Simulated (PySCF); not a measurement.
# TaO₂OH: relaxation and vibrations of the singlet

Aim: relax TaO₂OH as a singlet from a T-shaped (ligand arrangement 1) start, check by its vibrations whether the end is a minimum, and collect its spectrum and constants.

Method: PBE0, basis Ta def2-TZVP with ECP60, O def2-TZVP, H def2-TZVP, scalar-relativistic core potentials, no spin–orbit coupling, density fitting; program: PySCF 2.14.0.

## Step 1: Starting geometry

5 atoms, charge 0, spin multiplicity 1.

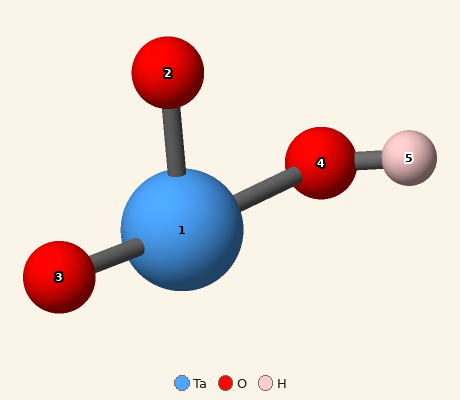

The starting geometry (tantalum blue, oxygen red, hydrogen pink); atoms are numbered from 1 in the order of the file.

Z-matrix (Å, degrees; charge 0 multiplicity 1):
```
Ta
O  1 1.8300
O  1 1.8300 2 88.00
O  1 2.0900 2 88.00 3 180.00
H  4 0.9600 1 130.00 2 89.99
```

## Step 2: Finding the electronic state

The steps below are one call of a driver around PySCF. For each, scf.py gives the equivalent set-up of the SCF; relaxations use the driver's own optimiser. After this first run the driver tries any further starts and a stability analysis.

Input file scf.py:

```python
from pyscf import gto, scf, dft
mol = gto.M(atom='''
Ta     0.000000     0.000000     0.000000
O      0.000000     0.000000     1.830000
O      1.828900     0.000000     0.063900
O     -2.088700     0.000000     0.072900
H     -2.705400     0.735400     0.094500''',
    basis={'Ta': 'def2-TZVP', 'O': 'def2-TZVP', 'H': 'def2-TZVP'},
    ecp={'Ta': 'def2-TZVP'},
    charge=0, spin=0)
mf = dft.RKS(mol, xc='PBE0')
mf.grids.atom_grid = (50, 194)
aux = {'Ta': 'def2-universal-JKFIT', 'O': 'def2-universal-JKFIT', 'H': 'def2-universal-JKFIT'}
mf = mf.density_fit(auxbasis=aux)
mf.conv_tol = 1e-08
mf.diis_space = 10
mf.max_cycle = 60
mf.init_guess = 'minao'
mf.verbose = 4
mf.kernel()
```

Launch:

```sh
> OMP_NUM_THREADS=4 python axn.py task.json out
```

The log of the run, shortened:

```text
[... the frontier levels of the middle cycles are left out ...]
init E= -263.353639964645
  HOMO = -0.550071544357898  LUMO = -0.384465993385451  gap/eV = 4.50636
cycle= 1 E= -282.648901286576  delta_E= -19.3  |g|= 1.58  |ddm|= 7.24
  HOMO = -0.105444103144357  LUMO = -0.0725584600693132  gap/eV = 0.89486
cycle= 2 E= -272.308276763149  delta_E= 10.3  |g|= 6.34  |ddm|= 4.34
  HOMO = -0.193497366825466  LUMO = -0.112133520454396  gap/eV = 2.21402
cycle= 3 E= -282.949838747821  delta_E= -10.6  |g|= 0.955  |ddm|= 4.11
cycle= 4 E= -283.027626416766  delta_E= -0.0778  |g|= 0.812  |ddm|= 0.924
cycle= 5 E= -283.129754422881  delta_E= -0.102  |g|= 0.319  |ddm|= 0.409
cycle= 6 E= -283.142891565667  delta_E= -0.0131  |g|= 0.196  |ddm|= 0.181
cycle= 7 E= -283.148711448349  delta_E= -0.00582  |g|= 0.107  |ddm|= 0.0774
cycle= 8 E= -283.150943133491  delta_E= -0.00223  |g|= 0.0183  |ddm|= 0.0465
cycle= 9 E= -283.151007192235  delta_E= -6.41e-05  |g|= 0.00281  |ddm|= 0.0104
cycle= 10 E= -283.151008774938  delta_E= -1.58e-06  |g|= 0.000344  |ddm|= 0.00172
cycle= 11 E= -283.151008831366  delta_E= -5.64e-08  |g|= 0.000191  |ddm|= 0.000683
cycle= 12 E= -283.151008852526  delta_E= -2.12e-08  |g|= 6.05e-05  |ddm|= 0.000439
cycle= 13 E= -283.151008858814  delta_E= -6.29e-09  |g|= 1.99e-05  |ddm|= 0.000362
  HOMO = -0.268392080704061  LUMO = -0.169918851938188  gap/eV = 2.67959
Extra cycle  E= -283.151008858855  delta_E= -4.09e-11  |g|= 5.23e-05  |ddm|= 8.08e-05
converged SCF energy = -283.151008858855
```

This step, with its further starts and checks, ran for 9.4 s (4 threads of Intel Xeon 6975P-C (Granite Rapids), shared host).

The starts that the driver tried:

```csv
start,energy (Eh)
the minimal-basis guess,-283.151009
a thermally smeared density,-283.151009
a smeared PBE density,-283.151009
```

The test of internal stability and the other starts found no lower closed-shell solution.

## Step 3: Relaxing the singlet from the T-shaped (ligand arrangement 1) start

The program finds C1 symmetry in the start. The walk stops when the largest gradient is under 0.0003 Eh/bohr and the energy has settled too.

scf.py: that of step 2 with these lines changed.

```diff
@@ -3,5 +3,5 @@
-Ta     0.000000     0.000000     0.000000
-O      0.000000     0.000000     1.830000
-O      1.828900     0.000000     0.063900
-O     -2.088700     0.000000     0.072900
-H     -2.705400     0.735400     0.094500''',
+Ta     0.029930    -0.003223    -0.137227
+O      0.029930    -0.003223     1.692773
+O      1.858830    -0.003223    -0.073327
+O     -2.058770    -0.003223    -0.064327
+H     -2.675470     0.732177    -0.042727''',
@@ -18 +17,0 @@
-mf.init_guess = 'minao'
```

Steps of the walk:

```
step  energy (Eh)  change (kJ/mol)  largest gradient (Eh/bohr)
   0  -283.151009             0.00                     0.16224
   1  -283.198277          -124.10                     0.03430
   2  -283.221179          -184.23                     0.03991
   3  -283.241036          -236.37                     0.03877
   4  -283.253068          -267.96                     0.03318
   5  -283.256765          -277.66                     0.01320
   6  -283.259306          -284.33                     0.01710
   7  -283.260558          -287.62                     0.01817
   8  -283.261458          -289.98                     0.00507
   9  -283.261753          -290.76                     0.00640
  10  -283.262008          -291.43                     0.00532
  11  -283.262125          -291.74                     0.00194
  12  -283.262182          -291.89                     0.00321
  13  -283.262212          -291.96                     0.00142
  14  -283.262218          -291.98                     0.00090
  15  -283.262223          -291.99                     0.00078
  16  -283.262229          -292.01                     0.00119
  17  -283.262239          -292.04                     0.00145
  18  -283.262249          -292.06                     0.00111
  19  -283.262255          -292.08                     0.00040
  20  -283.262256          -292.08                     0.00005
```

The walk took 48 s.

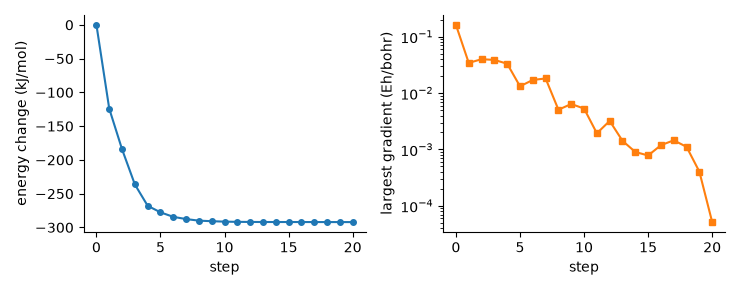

Energy and largest gradient along the walk.

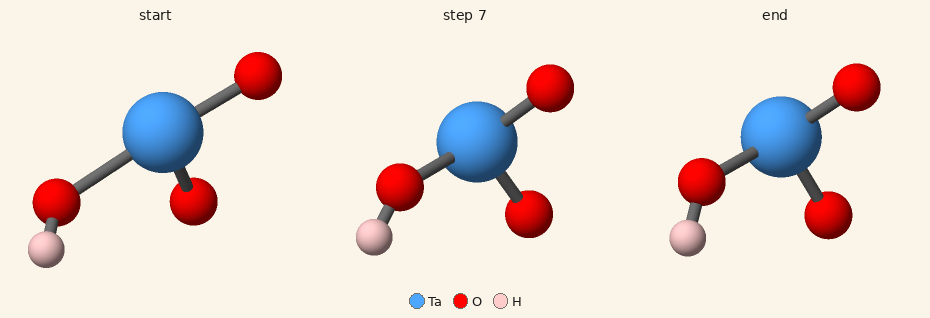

Start and end of the relaxation, with a step between.

After 20 steps and 292.1 kJ/mol it ends at C1: O–H 0.957 Å, Ta–O 1.735 Å (×2), Ta–O 1.916 Å; H–O–Ta 129.4°, O–Ta–O 107.3°, O–Ta–O 109.2°, O–Ta–O 109.6°.

## Step 4: Vibrations and properties at this point

On the finer grid the gradient is checked again; gradients at displacements of ±0.02 bohr then give force constants and infrared intensities.

scf.py: that of step 3 with these lines changed.

```diff
@@ -3,5 +3,5 @@
-Ta     0.029930    -0.003223    -0.137227
-O      0.029930    -0.003223     1.692773
-O      1.858830    -0.003223    -0.073327
-O     -2.058770    -0.003223    -0.064327
-H     -2.675470     0.732177    -0.042727''',
+Ta     0.024571    -0.134143     0.000301
+O      0.109996     0.389626     1.651293
+O      1.367396     0.577135    -0.839209
+O     -1.608336     0.484878    -0.787036
+H     -2.300915     1.023729    -0.403836''',
@@ -12 +12 @@
-mf.grids.atom_grid = (50, 194)
+mf.grids.atom_grid = (75, 302)
@@ -15 +15 @@
-mf.conv_tol = 1e-08
+mf.conv_tol = 1e-10
```

The driver hands on the density of the step before, so the log starts near convergence.

Log of the central SCF (cycles and frontier levels):

```text
init E= -283.262308964707
  HOMO = -0.290065153586184  LUMO = -0.135123114740782  gap/eV = 4.21619
cycle= 1 E= -283.262308964353  delta_E= 3.54e-10  |g|= 4.56e-05  |ddm|= 2.81e-05
  HOMO = -0.290062789546216  LUMO = -0.135124684026074  gap/eV = 4.21608
cycle= 2 E= -283.262308961231  delta_E= 3.12e-09  |g|= 0.000135  |ddm|= 8.34e-05
  HOMO = -0.290064550221345  LUMO = -0.135123459073988  gap/eV = 4.21616
cycle= 3 E= -283.262308964753  delta_E= -3.52e-09  |g|= 9.02e-07  |ddm|= 6.24e-05
  HOMO = -0.29006451884409  LUMO = -0.135123477901633  gap/eV = 4.21616
cycle= 4 E= -283.262308964756  delta_E= -3.07e-12  |g|= 2.04e-07  |ddm|= 4.66e-07
  HOMO = -0.290064577520667  LUMO = -0.135123477179331  gap/eV = 4.21616
Extra cycle  E= -283.262308964755  delta_E= 4.55e-13  |g|= 5.6e-07  |ddm|= 3.35e-07
converged SCF energy = -283.262308964755
```

The whole step took 90 s.

Geometry: C1; O–H 0.958 Å, Ta–O 1.735 Å (×2), Ta–O 1.916 Å; H–O–Ta 129.3°, O–Ta–O 107.4°, O–Ta–O 109.2°, O–Ta–O 109.6°.

Modes, for the most abundant isotopes:

| symmetry | ω (cm⁻¹) | IR (km/mol) |
| --- | --- | --- |
| a | 187 | 41.0 |
| a | 230 | 10.4 |
| a | 272 | 76.7 |
| a | 351 | 51.2 |
| a | 568 | 194 |
| a | 704 | 71.2 |
| a | 938 | 245 |
| a | 1004 | 60.0 |
| a | 3936 | 189 |

All wavenumbers are real: a minimum.

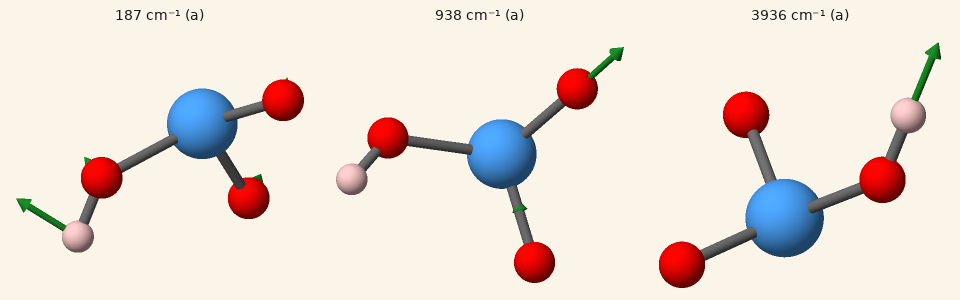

How the atoms move in 3 of the modes.

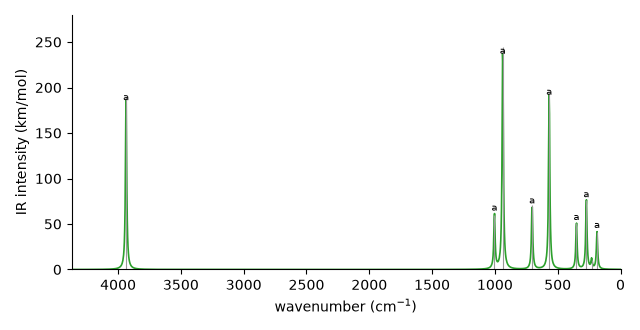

The harmonic infrared spectrum (widths in cm⁻¹). Lines are broadened to a width of 12 cm⁻¹ (Lorentzian).

Constants and moments:

| Item | Value |
| --- | --- |
| Dipole moment | 5.60 D |
| Highest occupied level | -7.89 eV |
| Lowest empty level | -3.68 eV |
| Rotational constants | 0.2153, 0.1777, 0.1185 cm⁻¹ |
| Zero-point energy | 49.0 kJ/mol |
| Principal polarisabilities | 29.8, 45.8, 49.5 bohr³ |
| Atomisation energy without zero-point energy | 2318 kJ/mol |
| Principal traceless quadrupole moments about the centre of mass | -11.47, -3.20, 14.68 D Å |
| Entropy at 298.15 K and 1 bar | 315.9 J/(mol K) |
| Heat capacity Cp at 298.15 K | 73.8 J/(mol K) |
| Enthalpy at 298.15 K above 0 K | 15.92 kJ/mol |
| Rotational symmetry number | 1 |

Populations by atom (charges in e):

| atom | Mulliken | Löwdin | polar tensor | Mayer order to Ta1 |
| --- | --- | --- | --- | --- |
| Ta1 | 1.41 | 0.83 | 2.18 | – |
| O2 | -0.54 | -0.34 | -0.81 | 2.09 |
| O3 | -0.54 | -0.34 | -0.82 | 2.08 |
| O4 | -0.67 | -0.32 | -0.89 | 1.04 |
| H5 | 0.35 | 0.17 | 0.34 | 0.02 |

Outer orbital energies (eV). occupied: -10.97, -10.59, -10.42, -10.02, -9.38, -9.06, -8.71, -7.89; empty: -3.68, -1.26, -0.50, 0.16.

Mulliken populations on Ta1 (outside its core potential): s 2.28, p 6.28, d 2.87, f 0.17.

## Step 5: Would spin polarisation lower it?

At the lowest minimum the closed shell is tested against spin polarisation, on the (50, 194) grid. It is stable.

## Step 6: What came out

```
                                 quantity                                                                                                     value
                                  minimum                                                                                               singlet, C1
                                 geometry  O–H 0.958 Å, Ta–O 1.735 Å (×2), Ta–O 1.916 Å; H–O–Ta 129.3°, O–Ta–O 107.4°, O–Ta–O 109.2°, O–Ta–O 109.6°
                       wavenumbers (cm⁻¹)                         187 (a), 230 (a), 272 (a), 351 (a), 568 (a), 704 (a), 938 (a), 1004 (a), 3936 (a)
                            dipole moment                                                                                                    5.60 D
     highest occupied, lowest empty level                                                                                           -7.89, -3.68 eV
               polar-tensor charge of Ta1                                                                                                   +2.18 e
                        zero-point energy                                                                                               49.0 kJ/mol
                      entropy at 298.15 K                                                                                           315.9 J/(mol K)
atomisation energy (no zero-point energy)                                                                                               2318 kJ/mol
```

The T-shaped (ligand arrangement 1) start ends in a minimum without symmetry. The strongest infrared band lies at 938 cm⁻¹ (a). With 5.6 D the molecule is strongly polar. Other starts or spin states, not run here, may lie lower. Spin–orbit coupling, left out here, can matter for elements this heavy.

The search up to here ran for 2.5 min (4 threads of Intel Xeon 6975P-C (Granite Rapids), shared host).
